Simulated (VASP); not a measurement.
# Black phosphorene and its bilayer, part 5 of 5

What are the lattice, gap and band positions of black phosphorene, and what does a second sheet change?

VASP 6.6.1; optB86b-vdW; plane waves and PAW (P).

So far, gap on the k-mesh (eV): step 2 (relaxing the monolayer) 0.772; step 5 (the slab in a field, field -0.1) 0.771; step 6 (the slab in a field, field 0.1) 0.771; step 7 (a rigid stacking, stacking same orientation, shift 0.00 0.00) 0.258; step 11 (relaxing the bilayer) 0.376.

## Step 12: Levels and bands of the bilayer

The same static run as for one sheet shows what the neighbour does to the levels.

Contents of INCAR:

```
SYSTEM = P
PREC = Normal
ENCUT = 350
EDIFF = 1E-06
NELM = 120
ISMEAR = 0
SIGMA = 0.03
LREAL = .FALSE.
ALGO = Fast
GGA = MK
AGGAC = 0
LUSE_VDW = .TRUE.
PARAM1 = 0.1234
PARAM2 = 1
LASPH = .TRUE.
NBANDS = 28
LORBIT = 11
LWAVE = .FALSE.
LCHARG = .FALSE.
KPAR = 4
IDIPOL = 3
LDIPOL = .TRUE.
DIPOL = 0.5 0.5 0.5
LVHAR = .TRUE.
LVACPOTAV = .TRUE.
NEDOS = 1500
```

Contents of POSCAR:

```
P
1.0
    4.5076573502      0.0000000000      0.0000000000
    0.0000000000      3.3055854074      0.0000000000
    0.0000000000      0.0000000000     24.3546734472
P
8
Direct
    0.0841916301      0.0000000000      0.3488365769
    0.4158083699      0.5000000000      0.3488365769
    0.5832495209      0.5000000000      0.4365098267
    0.9167504791      0.0000000000      0.4365098267
    0.0832495209      0.5000000000      0.5634901733
    0.4167504791      0.0000000000      0.5634901733
    0.5841916301      0.0000000000      0.6511634231
    0.9158083699      0.5000000000      0.6511634231
```

Contents of KPOINTS:

```
Automatic mesh
0
Gamma
7 9 1
0 0 0
```

Contents of KPOINTS_OPT:

```
Line mode
14
Line-mode
Reciprocal
  0.00000000   0.00000000   0.00000000 GAMMA
 -0.50000000   0.00000000   0.00000000 X

 -0.50000000   0.00000000   0.00000000 X
 -0.50000000  -0.50000000   0.00000000 S

 -0.50000000  -0.50000000   0.00000000 S
  0.00000000  -0.50000000   0.00000000 Y

  0.00000000  -0.50000000   0.00000000 Y
  0.00000000   0.00000000   0.00000000 GAMMA

  0.00000000   0.00000000   0.00000000 GAMMA
 -0.50000000  -0.50000000   0.00000000 S
```

The projector-augmented-wave data sets are P (PBE family, release 64).

On the command line:

```
> mpirun -np 4 vasp_std
```

The log of the run:

```text
[... set-up lines as in an earlier step ...]
 entering main loop
       N       E                     dE             d eps       ncg     rms          rms(c)
DAV:   1     0.223121328368E+03    0.22312E+03   -0.11786E+04  1120   0.803E+02
DAV:   2    -0.860030324156E+01   -0.23172E+03   -0.22553E+03  1576   0.178E+02
DAV:   3    -0.319236776370E+02   -0.23323E+02   -0.23117E+02  1316   0.619E+01
DAV:   4    -0.326663178576E+02   -0.74264E+00   -0.73954E+00  1772   0.127E+01
DAV:   5    -0.326783159523E+02   -0.11998E-01   -0.11979E-01  1616   0.150E+00    0.134E+01
RMM:   6    -0.324949521259E+02    0.18336E+00   -0.14336E-01  1178   0.151E+00    0.807E+00
RMM:   7    -0.324235598611E+02    0.71392E-01   -0.35601E-01  1232   0.237E+00    0.353E-01
RMM:   8    -0.324217602926E+02    0.17996E-02   -0.33246E-02  1337   0.908E-01    0.105E-01
RMM:   9    -0.324220552023E+02   -0.29491E-03   -0.79727E-03  1537   0.381E-01    0.120E-01
RMM:  10    -0.324220445086E+02    0.10694E-04   -0.11117E-03  1651   0.140E-01    0.129E-01
RMM:  11    -0.324223543279E+02   -0.30982E-03   -0.43868E-04  1466   0.689E-02    0.243E-01
RMM:  12    -0.324212074132E+02    0.11469E-02   -0.16244E-03  1578   0.120E-01    0.183E-01
RMM:  13    -0.324211457007E+02    0.61713E-04   -0.93052E-05  1369   0.444E-02    0.818E-02
RMM:  14    -0.324211268745E+02    0.18826E-04   -0.40944E-05  1405   0.219E-02    0.533E-02
RMM:  15    -0.324211302341E+02   -0.33596E-05   -0.69220E-06  1141   0.131E-02    0.693E-02
RMM:  16    -0.324212839619E+02   -0.15373E-03   -0.21204E-04  1787   0.393E-02    0.853E-03
RMM:  17    -0.324212893869E+02   -0.54251E-05   -0.57520E-06  1246   0.106E-02    0.115E-02
RMM:  18    -0.324213151152E+02   -0.25728E-04   -0.77933E-06  1182   0.978E-03    0.113E-02
RMM:  19    -0.324213245214E+02   -0.94062E-05   -0.79963E-06  1198   0.876E-03    0.149E-02
RMM:  20    -0.324213295664E+02   -0.50451E-05   -0.28696E-06  1063   0.536E-03    0.502E-03
RMM:  21    -0.324213363557E+02   -0.67892E-05   -0.39035E-06  1141   0.588E-03    0.337E-03
RMM:  22    -0.324213410755E+02   -0.47198E-05   -0.59330E-07   877   0.334E-03    0.582E-04
RMM:  23    -0.324213467631E+02   -0.56876E-05   -0.48067E-07   844   0.262E-03    0.216E-03
RMM:  24    -0.324213488832E+02   -0.21201E-05   -0.16890E-07   567   0.148E-03    0.201E-03
RMM:  25    -0.324213510724E+02   -0.21892E-05   -0.21333E-07   689   0.169E-03    0.710E-05
RMM:  26    -0.324213521076E+02   -0.10352E-05   -0.96194E-08   501   0.127E-03    0.229E-04
RMM:  27    -0.324213525136E+02   -0.40603E-06   -0.48937E-08   375   0.105E-03
 [... a notice as in an earlier step ...]

   1 F= -.32421353E+02 E0= -.32421353E+02  d E =-.131881E-11
 Start KPOINTS_OPT (optional k-point list driver)
k-point batch [1-20\70]
       N       E                     dE             ncg
DAV:   1    -0.326639159352E+03   -0.82223E+04     1120
DAV:   2    -0.456142036748E+04   -0.42348E+04     1704
DAV:   3    -0.502450734452E+04   -0.46309E+03     1368
DAV:   4    -0.503906832338E+04   -0.14561E+02     1772
DAV:   5    -0.503938611616E+04   -0.31779E+00     1612
DAV:   6    -0.503939641125E+04   -0.10295E-01     1788
DAV:   7    -0.503939664075E+04   -0.22950E-03     1624
DAV:   8    -0.503939664997E+04   -0.92157E-05     1524
DAV:   9    -0.503939665042E+04   -0.45213E-06     1152
[...]
k-point batch [61-70\70]
       N       E                     dE             ncg
DAV:   1     0.629588886937E+03   -0.87899E+04      560
DAV:   2    -0.164878159198E+04   -0.22784E+04      772
DAV:   3    -0.186322014415E+04   -0.21444E+03      668
DAV:   4    -0.186886798315E+04   -0.56478E+01      824
DAV:   5    -0.186899806731E+04   -0.13008E+00      780
DAV:   6    -0.186900258496E+04   -0.45177E-02      840
DAV:   7    -0.186900278936E+04   -0.20440E-03      792
DAV:   8    -0.186900279987E+04   -0.10516E-04      728
DAV:   9    -0.186900280041E+04   -0.53921E-06      528
```

Wall time 1.8 min (4 MPI ranks of AMD EPYC 9R45, shared host); peak memory 1.9 GiB.

OUTCAR, selected parts (step 12):

```text
   NELECT =      40.0000    total number of electrons

 E-fermi :   0.0656

 k-point     1 :       0.0000    0.0000    0.0000
  band No.  band energies     occupation
    ...
     16      -2.2534      2.00000
     17      -2.1041      2.00000
     18      -2.0151      2.00000
     19      -0.9324      2.00000
     20      -0.0656      2.00000
     21       0.3107      0.00000
     22       0.7620      0.00000
     23       1.1130      0.00000
     24       1.3261      0.00000
     25       2.2278      0.00000
    ...

Total vdW correction in eV:      5.6014833

  Total       -0.7838202     -0.0301954     -0.0263428      0.0000000      0.0000000     -0.0000000
  in kB       -3.4605525     -0.1333122     -0.1163031      0.0000000      0.0000000     -0.0000000
  external PRESSURE =      -1.2367226 kB  Pullay stress =       0.0000000 kB

 POSITION                                       TOTAL-FORCE (eV/Angst)
 -----------------------------------------------------------------------------------
      0.37951      0.00000      8.49580         0.001251     -0.000000     -0.002811
      1.87432      1.65279      8.49580        -0.001251      0.000000     -0.002811
      2.62909      1.65279     10.63105        -0.000143      0.000000     -0.001876
      4.13240      0.00000     10.63105         0.000143      0.000000     -0.001876
      0.37526      1.65279     13.72362        -0.000143      0.000000      0.001876
      1.87857      0.00000     13.72362         0.000143      0.000000      0.001876
      2.63334      0.00000     15.85887         0.001251     -0.000000      0.002811
      4.12815      1.65279     15.85887        -0.001251      0.000000      0.002811
 -----------------------------------------------------------------------------------
    total drift:                               -0.000000      0.000000      0.000000

  FREE ENERGIE OF THE ION-ELECTRON SYSTEM (eV)
  ---------------------------------------------------
  free  energy   TOTEN  =       -32.4213525136 eV

  energy  without entropy=      -32.4213525136  energy(sigma->0) =      -32.42135251

Total vdW correction in eV:      5.6014868

 vacuum level on the upper side and lower side of the slab         4.685         4.685

[... 11 parts as in an earlier step ...]

[... 7 further parts left out ...]
```

Numbers from this step:

```
electronic steps                                  : 27
Fermi energy                                      : 0.0656 eV
least gap on mesh and path                        : 0.3763 eV
least direct gap on mesh and path                 : 0.3763 eV
vacuum levels                                     : 4.685, 4.685 eV
ionisation potentials of the upper and lower face : 4.751, 4.751 eV
electron affinities of the upper and lower face   : 4.374, 4.374 eV
```

The electronic bands at the labelled points (eV, zero at the valence-band top; v1 is the highest filled band, c1 the lowest empty one):

| point | v4 | v3 | v2 | v1 | c1 | c2 | c3 | c4 |
| --- | --- | --- | --- | --- | --- | --- | --- | --- |
| Γ | -2.04 | -1.95 | -0.87 | 0.00 | 0.38 | 0.83 | 1.18 | 1.39 |
| X | -1.55 | -1.55 | -1.31 | -1.31 | 1.70 | 1.70 | 1.74 | 1.74 |
| S | -1.74 | -1.74 | -1.74 | -1.74 | 2.06 | 2.06 | 2.06 | 2.06 |
| Y | -2.57 | -2.57 | -2.25 | -2.25 | 0.82 | 0.82 | 0.91 | 0.91 |
| Γ | -2.04 | -1.95 | -0.87 | 0.00 | 0.38 | 0.83 | 1.18 | 1.39 |
| S | -1.74 | -1.74 | -1.74 | -1.74 | 2.06 | 2.06 | 2.06 | 2.06 |

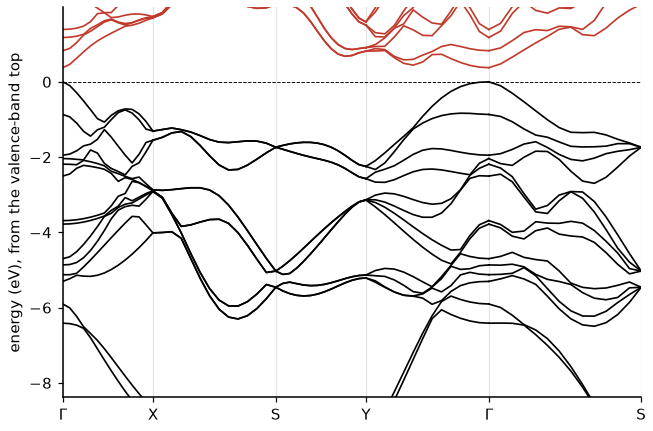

Electronic bands along the path; lines of filled and empty bands in two colours.

The planar average of the electrostatic potential oscillates, so the rows of the table below give means over windows of 1 Å about each position, cut where the curve ends. Its maxima inside the range that stand out by 2 % of the span (Å: eV): 9.6: -0.683, 12.2: 3.38, 14.8: -0.683. Its minima: 8.5: -18.1, 10.7: -18.1, 13.7: -18.1, 15.9: -18.1.

Zero at the Fermi level. Table of planar average of the electrostatic potential by height; means over each step:

| height (Å) | planar average of the electrostatic potential (eV) |
| --- | --- |
| 0 | 4.62 |
| 1 | 4.62 |
| 2 | 4.62 |
| 3 | 4.62 |
| 4 | 4.62 |
| 5 | 4.62 |
| 6 | 4.56 |
| 7 | 3.59 |
| 8 | -8.54 |
| 9 | -9.31 |
| 10 | -7.16 |
| 11 | -10.9 |
| 12 | 2.62 |
| 13 | -4.18 |
| 14 | -12.9 |
| 15 | -3.96 |
| 16 | -14.0 |
| 17 | 1.75 |
| 18 | 4.46 |
| 19 | 4.61 |
| 20 | 4.62 |
| 21 | 4.62 |
| 22 | 4.62 |
| 23 | 4.62 |
| 24 | 4.62 |

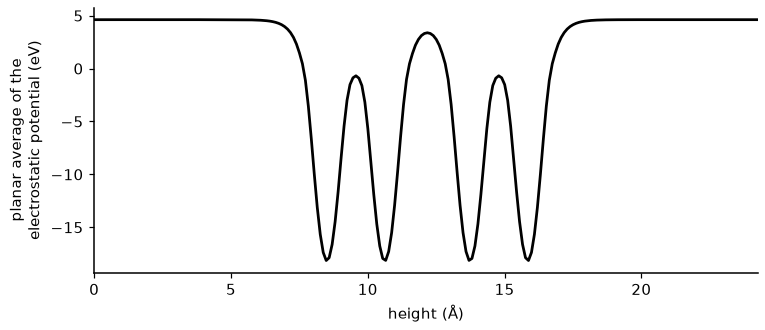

Planar average of the electrostatic potential against height.

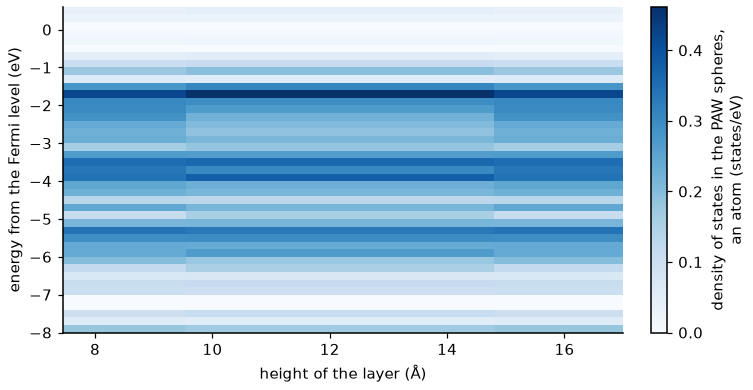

Density of states in the PAW spheres, an atom over height of the layer and energy from the Fermi level.

The map of layer states is cut here 0.5 eV above the Fermi level, so it leaves out the states above that.

The vacuum level lies 4.75 eV above the highest filled level at the upper face; both faces agree, as the slab has next to no dipole.

The program found no field-free point at its default tolerance, but its printed level agrees with the flat part of the planar average.

## Step 13: Derived quantities

This step: monolayer and bilayer, optB86b-vdW; plane waves and PAW + nonlocal (VASP 6.6.1).

No new run; the numbers come from the runs before.

Numbers from this step:

* polarisability per area of the slab or monolayer: 0.3671 Å
* binding energy: -31.26 meV/Å²
* interlayer gap: 3.093 Å
* bilayer gap: 0.3763 eV
* bilayer level below vacuum: 4.751 eV
* lattice a: 4.508 Å
* lattice b: 3.306 Å
* thickness: 2.127 Å
* monolayer gap: 0.7719 eV
* ionisation potential at the upper face: 5.104 eV

VASP counts both for electrons: a positive EFIELD is a field along -c, and a positive dipole, in electrons times A, points along -c. Field, by row:

| EFIELD (eV/Å) | dipole along z of the monolayer (e Å) | energy change of the monolayer (eV) |
| --- | --- | --- |
| -0.1 | -0.03799 | -0.001902 |
| 0 | 0 | 0 |
| 0.1 | 0.03799 | -0.001902 |

Rigid sheets, 3.1 Å apart. Stackings, by row:

| stacking | energy above the lowest (meV/Å²) |
| --- | --- |
| same orientation, shift 0.00 0.50 | 0 |
| same orientation, shift 0.50 0.00 | 6.071 |
| same orientation, shift 0.00 0.00 | 11.73 |
| same orientation, shift 0.50 0.50 | 23.86 |

The polarisability is the slope of the dipole against the field, as a volume for each unit of area.

## Step 14: Summary of results

| Property | Result |
| --- | --- |
| lattice a | 4.51 Å |
| monolayer gap | 0.772 eV |
| binding energy | -31.3 meV/Å² |
| interlayer gap | 3.09 Å |
| bilayer gap | 0.376 eV |
| polarisability per area of the slab or monolayer | 0.367 Å |

In words: The monolayer relaxes to a = 4.508 Å and b = 3.306 Å and has a gap of 0.77 eV. The ionisation potential is 5.10 eV at both faces. Of 4 rigid stackings the lowest has the upper sheet in the same orientation and shifted by (0.00, 0.50) in cell vectors, and the highest lies 23.9 meV/Å² above it. Relaxed, the sheets lie 3.09 Å apart and bind by 31.3 meV/Å². The second sheet narrows the gap, to 0.38 eV. All runs are without spin polarisation. The bilayer keeps the monolayer's lattice, and only high-symmetry stackings were tried. Semilocal gaps are too small.

[Lines on the potential files, build, host, timing and source positions are cut from VASP's logs without a mark.]

[Logs are printed without paths, hosts, clocks, repeated set-up lines and the standing remarks that a program may print on its own settings, such as how far it seeks lower states.]

[Hosts, paths, dates, database ids (printed as entryN), source tags and the programs' standing remarks are cut or masked in the printed files.]

[Runs that stopped without an error message from VASP are left out.]
